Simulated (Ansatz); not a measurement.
# C4H6F4: basis-set convergence

How large a basis does C4H6F4 need? Two functionals are run in growing sets.

The runs use Ansatz 0.2.0, Gaussian basis; one geometry, several basis sets.

Levels to be run: PBE0-D4/def2-SVP; ωB97M-V/def2-SVP; PBE0-D4/def2-QZVPP; ωB97M-V/def2-QZVPP; the functionals' def2-TZVPP values are taken from earlier runs.

**1. The relaxed structure**

An earlier PBE0-D4 in a triple-zeta def2 set relaxation fixed the geometry.

SMILES `FCC(CF)C(F)F`, 14 atoms, charge 0, spin multiplicity 1.

Atoms are counted from 1 here; the program's logs count them from 0.

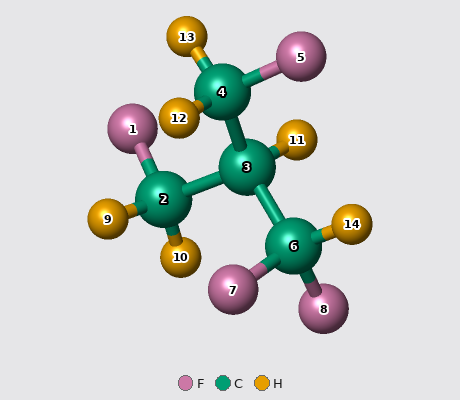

The geometry (fluorine pink, carbon teal, hydrogen amber); atoms are numbered from 1 in the order of the file.

**2. PBE0-D4 in def2-SVP**

in.yaml reads:

```yaml
crystal:
  periodic: [false, false, false]
  atoms:
    - {symbol: F, position_ang: [0.662761, -1.856347, -1.407327]}
    - {symbol: C, position_ang: [-0.354883, -1.052576, -0.927599]}
    - {symbol: C, position_ang: [0.160721, -0.249174, 0.252010]}
    - {symbol: C, position_ang: [1.235178, 0.726570, -0.180979]}
    - {symbol: F, position_ang: [1.796702, 1.327342, 0.931387]}
    - {symbol: C, position_ang: [-0.966498, 0.468748, 0.961112]}
    - {symbol: F, position_ang: [-1.647201, 1.261518, 0.087011]}
    - {symbol: F, position_ang: [-1.855393, -0.428504, 1.460154]}
    - {symbol: H, position_ang: [-0.683500, -0.403443, -1.743598]}
    - {symbol: H, position_ang: [-1.183895, -1.695268, -0.626004]}
    - {symbol: H, position_ang: [0.596724, -0.944563, 0.976968]}
    - {symbol: H, position_ang: [0.818568, 1.514896, -0.815172]}
    - {symbol: H, position_ang: [2.025455, 0.204031, -0.722996]}
    - {symbol: H, position_ang: [-0.617638, 1.097671, 1.783734]}
basis:
  gaussian: {orbitals: def2-SVP}
hamiltonian: {xc: pbe0, dispersion: d4}
output: {orbitals: {seedname: orbitals}}
```

On the command line:

```
ansatz run in.yaml --threads 2 --pin off --events-out ev --progress --plain --max-ram 32768MiB --backend cpu
```

After this run come: ωB97M-V in def2-SVP; PBE0-D4 in def2-QZVPP; ωB97M-V in def2-QZVPP.

**Question.** What will the summary of the whole plan be? Wanted: PBE0-D4: double and triple zeta above quadruple; ωB97M-V: double and triple zeta above quadruple.

As calculated:

```
                                       quantity           value
PBE0-D4: double and triple zeta above quadruple  18.73, 0.78 eV
ωB97M-V: double and triple zeta above quadruple  19.20, 0.74 eV
```

PBE0-D4 gains 17.95 eV from double to triple zeta, then 0.78 eV more. These are total energies; as a rule much of such shifts cancels in differences, which this series doesn't test. The LUMO of ωB97M-V is positive and keeps falling with the basis (3.79 to 2.00 eV): an unbound level that the basis holds in place.
